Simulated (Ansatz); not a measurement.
## Response to strain in CdSe

The parent structure is CdSe in the zinc blende structure (space group F-43m, No. 216; a = 6.1333 Å). Axes: x, y, z lie along the cube axes.

Strains are applied to the cell and any free atomic positions relax; under biaxial strain the out-of-plane vector relaxes too.

Method: r2SCAN (Ansatz, a quantum-chemistry and plane-wave program, PAW, no SOC), earlier PAW set.

Notes on the quantities. energy relative to the base: free energy F.

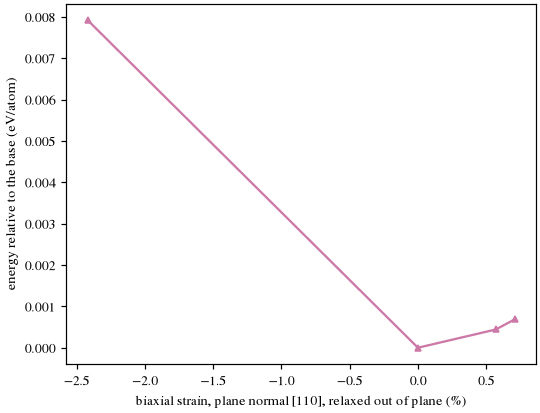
Figure. Energy relative to the base against biaxial strain, plane normal [110], relaxed out of plane

Task: From the plot, what is the energy relative to the base for biaxial strain −2.42 %, plane normal [110], relaxed out of plane?

Result: About 0.0079 eV/atom.

Task: Is the trend monotonic over the range shown?

Result: No, it turns within the range, spanning 0 meV/atom to +7.9 meV/atom.

A biaxial case was relaxed in a doubled cell and then solved in the primitive one. No phonon test of stability was made.
